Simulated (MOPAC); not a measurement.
## Frequency calculation, with input and output: C$_{2}$H$_{6}$BClSi (part 3 of 3)

The same run, continued: C$_{2}$H$_{6}$BClSi; PM6, closed shell (MOPAC 23.2.5). The geometry was optimised with PM6.

Geometry of the input (Å):
```
B  -0.6728  -0.2726  1.6199
C  -0.1321  0.5340  0.4288
C  1.2427  0.0564  -0.2378
Si -0.2134  -0.0253  -1.3110
Cl -1.0674  -1.7658  -1.8950
H  -0.1466  -1.2786  1.9548
H  -1.6401  0.1274  2.1738
H  -0.2054  1.6196  0.6358
H  1.7096  -0.8064  0.2538
H  2.0187  0.8277  -0.3189
H  -0.4154  0.9532  -2.3625
```

The program's output, continued
```
 VIBRATION          5    5A           ATOM PAIR      ENERGY CONTRIBUTION    RADIAL
 FREQUENCY           333.98         B  1 -- C  2         +20.1% (172.6%)      0.0%
 TRANSITION DIPOLE   0.2594         C  2 -- C  3         +18.4% (164.9%)      0.1%
 TRAVEL (Ang.)       0.3901         B  1 -- H  6         +14.3% (145.6%)      6.2%
 REDUCED MASS        1.3264         C  2 -- Si 4         +13.1% (139.1%)      0.9%
 EFFECTIVE MASS     27.2450
 FORCE CONSTANT      0.0872

 VIBRATION          6    6A           ATOM PAIR      ENERGY CONTRIBUTION    RADIAL
 FREQUENCY           445.81         Si 4 -- Cl 5         +26.9% ( 98.5%)     93.0%
 TRANSITION DIPOLE   1.2823         C  3 -- Si 4         +15.1% ( 73.7%)      7.0%
 TRAVEL (Ang.)       0.1330         C  2 -- Si 4         +13.5% ( 69.8%)      7.2%
 REDUCED MASS        8.5549         C  3 -- H  9         +12.1% ( 66.0%)      0.4%
 EFFECTIVE MASS     29.8821
 FORCE CONSTANT      1.0018

 VIBRATION          7    7A           ATOM PAIR      ENERGY CONTRIBUTION    RADIAL
 FREQUENCY           525.15         C  3 -- H 10         +21.0% ( 73.6%)     11.0%
 TRANSITION DIPOLE   0.6255         Si 4 -- H 11         +19.8% ( 71.6%)      7.0%
 TRAVEL (Ang.)       0.5789         C  3 -- H  9         +19.5% ( 70.9%)      1.2%
 REDUCED MASS        0.3832         C  2 -- H  8          +8.6% ( 47.1%)      3.6%
 EFFECTIVE MASS      5.0452
 FORCE CONSTANT      0.0623

 VIBRATION          8    8A           ATOM PAIR      ENERGY CONTRIBUTION    RADIAL
 FREQUENCY           630.33         Si 4 -- H 11         +22.0% ( 67.0%)      3.8%
 TRANSITION DIPOLE   0.7122         C  3 -- H 10         +21.8% ( 66.6%)      4.9%
 TRAVEL (Ang.)       0.4656         C  3 -- H  9         +20.5% ( 64.7%)     20.3%
 REDUCED MASS        0.4935         C  3 -- Si 4         +12.1% ( 49.6%)      2.9%
 EFFECTIVE MASS      4.8310         C  2 -- C  3         +12.0% ( 49.5%)      0.0%
 FORCE CONSTANT      0.1155

 VIBRATION          9    9A           ATOM PAIR      ENERGY CONTRIBUTION    RADIAL
 FREQUENCY           663.64         C  3 -- Si 4         +17.5% ( 74.4%)     31.4%
 TRANSITION DIPOLE   1.4554         C  2 -- C  3         +16.4% ( 71.9%)     99.1%
 TRAVEL (Ang.)       0.1732         C  2 -- Si 4         +14.9% ( 68.7%)     51.6%
 REDUCED MASS        3.3859         Si 4 -- Cl 5         +11.2% ( 59.3%)     77.1%
 EFFECTIVE MASS     15.8706         Si 4 -- H 11         +11.0% ( 58.9%)     21.3%
 FORCE CONSTANT      0.8786

 VIBRATION         10   10A           ATOM PAIR      ENERGY CONTRIBUTION    RADIAL
 FREQUENCY           721.15         C  2 -- C  3         +15.7% ( 69.5%)     17.0%
 TRANSITION DIPOLE   1.0371         C  2 -- Si 4         +14.9% ( 67.7%)     42.2%
 TRAVEL (Ang.)       0.2311         B  1 -- C  2         +14.5% ( 66.7%)     22.1%
 REDUCED MASS        1.7513         C  2 -- H  8         +11.4% ( 59.3%)     42.9%
 EFFECTIVE MASS     10.7944         C  3 -- Si 4         +10.2% ( 56.0%)     76.9%
 FORCE CONSTANT      0.5366

 VIBRATION         11   11A           ATOM PAIR      ENERGY CONTRIBUTION    RADIAL
 FREQUENCY           771.79         C  2 -- H  8         +19.7% ( 66.7%)      1.5%
 TRANSITION DIPOLE   1.5005         Si 4 -- H 11         +16.5% ( 61.2%)      0.6%
 TRAVEL (Ang.)       0.3319         C  2 -- C  3         +14.5% ( 57.2%)     16.9%
 REDUCED MASS        0.7930         C  2 -- Si 4         +12.7% ( 53.7%)     91.1%
 EFFECTIVE MASS      6.2294
 FORCE CONSTANT      0.2783

 VIBRATION         12   12A           ATOM PAIR      ENERGY CONTRIBUTION    RADIAL
 FREQUENCY           830.08         C  2 -- H  8         +19.0% ( 56.2%)      0.5%
 TRANSITION DIPOLE   0.7987         B  1 -- H  6         +17.3% ( 53.6%)      3.0%
 TRAVEL (Ang.)       0.5241         B  1 -- H  7         +16.2% ( 51.8%)     16.6%
 REDUCED MASS        0.2957         Si 4 -- H 11         +11.7% ( 44.0%)      5.0%
 EFFECTIVE MASS      3.6323
 FORCE CONSTANT      0.1201

 VIBRATION         13   13A           ATOM PAIR      ENERGY CONTRIBUTION    RADIAL
 FREQUENCY           851.11         B  1 -- H  7         +17.5% ( 51.8%)      5.1%
 TRANSITION DIPOLE   0.5717         B  1 -- H  6         +17.0% ( 51.0%)     18.7%
 TRAVEL (Ang.)       0.5454         Si 4 -- H 11         +14.1% ( 46.4%)      0.1%
 REDUCED MASS        0.2663         C  3 -- H 10         +11.7% ( 42.3%)      0.2%
 EFFECTIVE MASS      3.2743         C  3 -- H  9         +10.7% ( 40.5%)      0.9%
 FORCE CONSTANT      0.1137         B  1 -- C  2         +10.1% ( 39.2%)      6.3%

 VIBRATION         14   14A           ATOM PAIR      ENERGY CONTRIBUTION    RADIAL
 FREQUENCY           926.46         C  3 -- H  9         +22.5% ( 68.7%)      0.4%
 TRANSITION DIPOLE   0.8621         C  3 -- H 10         +21.1% ( 66.4%)     37.7%
 TRAVEL (Ang.)       0.3050         C  3 -- Si 4         +15.1% ( 56.3%)     70.3%
 REDUCED MASS        0.7823         C  2 -- C  3          +9.7% ( 45.1%)      7.5%
 EFFECTIVE MASS      6.4345
 FORCE CONSTANT      0.3956

 VIBRATION         15   15A           ATOM PAIR      ENERGY CONTRIBUTION    RADIAL
 FREQUENCY           997.86         B  1 -- H  7         +19.4% ( 50.4%)      0.0%
 TRANSITION DIPOLE   0.8978         B  1 -- H  6         +19.2% ( 50.2%)      2.0%
 TRAVEL (Ang.)       0.3257         C  2 -- H  8         +13.7% ( 42.4%)      1.3%
 REDUCED MASS        0.6369         B  1 -- C  2         +13.0% ( 41.2%)     13.8%
 EFFECTIVE MASS      4.4095
 FORCE CONSTANT      0.3737

 VIBRATION         16   16A           ATOM PAIR      ENERGY CONTRIBUTION    RADIAL
 FREQUENCY          1046.04         B  1 -- H  6         +19.6% ( 51.7%)      5.6%
 TRANSITION DIPOLE   0.4964         B  1 -- C  2         +19.3% ( 51.3%)     22.8%
 TRAVEL (Ang.)       0.3092         C  2 -- H  8         +15.4% ( 45.8%)     26.3%
 REDUCED MASS        0.6742         B  1 -- H  7         +14.1% ( 43.8%)      0.0%
 EFFECTIVE MASS      4.8696
 FORCE CONSTANT      0.4347

 VIBRATION         17   17A           ATOM PAIR      ENERGY CONTRIBUTION    RADIAL
 FREQUENCY          1081.39         C  3 -- H  9         +31.4% ( 66.3%)      2.0%
 TRANSITION DIPOLE   0.5652         C  3 -- H 10         +25.6% ( 59.9%)      2.2%
 TRAVEL (Ang.)       0.2626         C  2 -- C  3         +12.8% ( 42.4%)      0.0%
 REDUCED MASS        0.9044         C  3 -- Si 4         +10.1% ( 37.7%)     72.3%
 EFFECTIVE MASS      4.2400
 FORCE CONSTANT      0.6231

 VIBRATION         18   18A           ATOM PAIR      ENERGY CONTRIBUTION    RADIAL
 FREQUENCY          1091.38         C  2 -- H  8         +31.5% ( 70.6%)     12.3%
 TRANSITION DIPOLE   0.5245         C  2 -- C  3         +16.4% ( 51.0%)     55.6%
 TRAVEL (Ang.)       0.2694         C  3 -- Si 4         +12.8% ( 45.1%)     82.5%
 REDUCED MASS        0.8510         C  3 -- H  9         +11.0% ( 41.7%)     85.3%
 EFFECTIVE MASS      5.6129         C  3 -- H 10         +10.9% ( 41.5%)      0.2%
 FORCE CONSTANT      0.5972

 VIBRATION         19   19A           ATOM PAIR      ENERGY CONTRIBUTION    RADIAL
 FREQUENCY          1159.60         B  1 -- H  7         +30.9% ( 62.1%)      0.5%
 TRANSITION DIPOLE   0.3943         B  1 -- H  6         +23.9% ( 54.6%)      2.2%
 TRAVEL (Ang.)       0.3447         C  2 -- C  3         +10.5% ( 36.2%)     99.3%
 REDUCED MASS        0.4895         C  2 -- Si 4          +8.3% ( 32.1%)     90.2%
 EFFECTIVE MASS      3.8347
 FORCE CONSTANT      0.3878

 VIBRATION         20   20A           ATOM PAIR      ENERGY CONTRIBUTION    RADIAL
 FREQUENCY          1257.08         C  3 -- H 10         +36.2% ( 59.1%)      1.5%
 TRANSITION DIPOLE   0.7876         C  3 -- H  9         +35.6% ( 58.7%)      2.1%
 TRAVEL (Ang.)       0.3450         B  1 -- C  2          +7.1% ( 26.2%)     93.8%
 REDUCED MASS        0.4507         C  2 -- C  3          +5.7% ( 23.5%)     20.9%
 EFFECTIVE MASS      2.2970
 FORCE CONSTANT      0.4196

 VIBRATION         21   21A           ATOM PAIR      ENERGY CONTRIBUTION    RADIAL
 FREQUENCY          1287.97         B  1 -- C  2         +29.6% ( 86.4%)     95.5%
 TRANSITION DIPOLE   2.8159         C  2 -- C  3         +17.7% ( 66.7%)     69.4%
 TRAVEL (Ang.)       0.1158         C  2 -- H  8         +15.0% ( 61.5%)      0.3%
 REDUCED MASS        3.9034         C  2 -- Si 4         +14.3% ( 60.1%)     61.2%
 EFFECTIVE MASS     10.8356
 FORCE CONSTANT      3.8152

 VIBRATION         22   22A           ATOM PAIR      ENERGY CONTRIBUTION    RADIAL
 FREQUENCY          2146.41         Si 4 -- H 11         +99.2% (100.0%)    100.0%
 TRANSITION DIPOLE   0.1722         C  3 -- Si 4          +0.3% (  5.2%)     30.9%
 TRAVEL (Ang.)       0.1797         C  2 -- Si 4          +0.3% (  5.2%)     28.3%
 REDUCED MASS        0.9727         Si 4 -- Cl 5          +0.3% (  5.1%)      8.6%
 EFFECTIVE MASS      1.3708
 FORCE CONSTANT      2.6402

 VIBRATION         23   23A           ATOM PAIR      ENERGY CONTRIBUTION    RADIAL
 FREQUENCY          2674.75         C  2 -- H  8         +54.3% ( 75.3%)    100.0%
 TRANSITION DIPOLE   0.4012         C  3 -- H 10         +22.1% ( 48.0%)     98.2%
 TRAVEL (Ang.)       0.2532         C  3 -- H  9         +21.7% ( 47.6%)     97.8%
 REDUCED MASS        0.3931         C  2 -- C  3          +0.8% (  9.1%)      4.4%
 EFFECTIVE MASS      1.3892
 FORCE CONSTANT      1.6569

 VIBRATION         24   24A           ATOM PAIR      ENERGY CONTRIBUTION    RADIAL
 FREQUENCY          2688.07         C  2 -- H  8         +41.4% ( 65.6%)    100.0%
 TRANSITION DIPOLE   1.0002         C  3 -- H 10         +30.4% ( 56.2%)     98.1%
 TRAVEL (Ang.)       0.2724         C  3 -- H  9         +26.3% ( 52.4%)     97.7%
 REDUCED MASS        0.3381         C  2 -- C  3          +0.8% (  8.8%)     39.7%
 EFFECTIVE MASS      1.4266
 FORCE CONSTANT      1.4395

 VIBRATION         25   25A           ATOM PAIR      ENERGY CONTRIBUTION    RADIAL
 FREQUENCY          2750.80         C  3 -- H  9         +51.7% ( 71.0%)     96.7%
 TRANSITION DIPOLE   0.8562         C  3 -- H 10         +47.0% ( 67.7%)     96.0%
 TRAVEL (Ang.)       0.2250         C  3 -- Si 4          +0.6% (  7.8%)     87.6%
 REDUCED MASS        0.4841         C  2 -- C  3          +0.6% (  7.8%)     46.9%
 EFFECTIVE MASS      1.2600
 FORCE CONSTANT      2.1582

 VIBRATION         26   26A           ATOM PAIR      ENERGY CONTRIBUTION    RADIAL
 FREQUENCY          2861.59         B  1 -- H  7         +51.2% ( 71.7%)     94.8%
 TRANSITION DIPOLE   0.2031         B  1 -- H  6         +48.1% ( 69.5%)     94.2%
 TRAVEL (Ang.)       0.2213         B  1 -- C  2          +0.7% (  8.2%)     99.7%
 REDUCED MASS        0.4814
 EFFECTIVE MASS      1.2549
 FORCE CONSTANT      2.3224

 VIBRATION         27   27A           ATOM PAIR      ENERGY CONTRIBUTION    RADIAL
 FREQUENCY          2953.59         B  1 -- H  6         +50.6% ( 72.6%)     97.6%
 TRANSITION DIPOLE   0.0269         B  1 -- H  7         +47.8% ( 70.5%)     97.3%
 TRAVEL (Ang.)       0.2049         B  1 -- C  2          +1.6% ( 12.8%)      0.1%
 REDUCED MASS        0.5438
 EFFECTIVE MASS      1.6385
 FORCE CONSTANT      2.7952

      SYMMETRY NUMBER FOR POINT-GROUP C1  =  1

          SYSTEM IS A GROUND STATE

 BC1C[SiH]1Cl

          MOLECULE IS NOT LINEAR

          THERE ARE 27 GENUINE VIBRATIONS IN THIS SYSTEM
          THIS THERMODYNAMICS CALCULATION IS LIMITED TO
          MOLECULES WHICH HAVE NO INTERNAL ROTATIONS

                    CALCULATED THERMODYNAMIC PROPERTIES
                                          *
   TEMP. (K)   PARTITION FUNCTION   H.O.F.    ENTHALPY  HEAT CAPACITY ENTROPY
                                   KCAL/MOL   CAL/MOLE    CAL/K/MOL  CAL/K/MOL

 298.00  VIB.     0.2187D+02                  2543.9286    18.4277    14.6676
         ROT.     0.1921D+06                   888.2803     2.9808    27.1568
         INT.     0.4202D+07                  3432.2089    21.4085    41.8244
         TRA.     0.1032D+28                  1480.4672     4.9680    39.8446
         TOT.                       -2.951    4912.6761    26.3765    81.6690

 200.00  VIB.     0.5583D+01                  1059.5685    11.8091     8.7154
         ROT.     0.1056D+06                   596.1613     2.9808    25.9681
         INT.     0.5897D+06                  1655.7298    14.7899    34.6835
         TRA.     0.5672D+27                   993.6021     4.9680    37.8635
         TOT.                       -5.214    2649.3320    19.7579    72.5470

 400.00  VIB.     0.9802D+02                  4737.8069    24.3632    20.9562
         ROT.     0.2988D+06                  1192.3226     2.9808    28.0343
         INT.     0.2928D+08                  5930.1294    27.3440    48.9904
         TRA.     0.1604D+28                  1987.2043     4.9680    41.3071
         TOT.                        0.054    7917.3337    32.3120    90.2975

 600.00  VIB.     0.1919D+04                 10485.0463    32.4527    32.4971
         ROT.     0.5489D+06                  1788.4838     2.9808    29.2429
         INT.     0.1053D+10                 12273.5302    35.4335    61.7399
         TRA.     0.2947D+28                  2980.8064     4.9680    43.3214
         TOT.                        7.391   15254.3366    40.4015   105.0614

   *: NOTE: HEATS OF FORMATION ARE RELATIVE TO THE
            ELEMENTS IN THEIR STANDARD STATE AT 298K
              (=  Standard Enthalpy of Formation).

            Hvib:  Zero-point energy is not included.
                   frequencies of less than zero cm-1 are not included.
            Hrot = (3/2)RT
            Htra = (3/2)RT + pV = (5/2)RT

            Heat capacity is Cp, not Cv

           FORCE CONSTANT IN CARTESIAN COORDINATES (Millidynes/A)

    ATOM   CHEMICAL       X               Y               Z
   NUMBER   SYMBOL  FORCE CONSTANT  FORCE CONSTANT  FORCE CONSTANT

      1       B        7.482470        7.650541        1.916755
      2       C        7.222836        4.997411        4.351727
      3       C        4.670512        6.484127        5.217134
      4      Si        4.344092        3.095754        7.198377
      5      Cl        0.477821        0.213247        1.991555
      6       H        1.645358        3.461464        0.262118
      7       H        1.491342        3.615321        0.253612
      8       H        0.899147        2.122584        1.947114
      9       H        1.816972        2.912050        0.438253
     10       H        2.086208        0.690000        2.340771
     11       H        2.041635        0.757408        0.384467

 *                    *
 * JOB ENDED NORMALLY *
 *                    *

 TOTAL JOB TIME:             0.47 SECONDS

 == MOPAC DONE ==
```

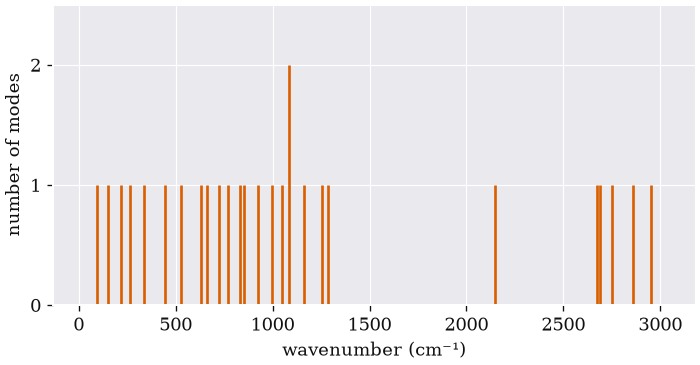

*Harmonic vibrational wavenumbers from the force constants; neighbouring modes closer than 13 cm⁻¹ are counted in one stick.*

27 modes from 94 to 2954 cm⁻¹, none imaginary.

Results in brief

| quantity | value |
| --- | --- |
| outcome | converged |
| heat of formation | −2.95 kcal/mol |
| basis functions | 36 |
| zero-point energy | 0.071580 hartree |
| wavenumbers, lowest and highest | 94 and 2954 cm⁻¹ |
| wall time | 0.51 s |
| peak memory | 0.094 GiB |

MOPAC's energies along a path are heats of formation.
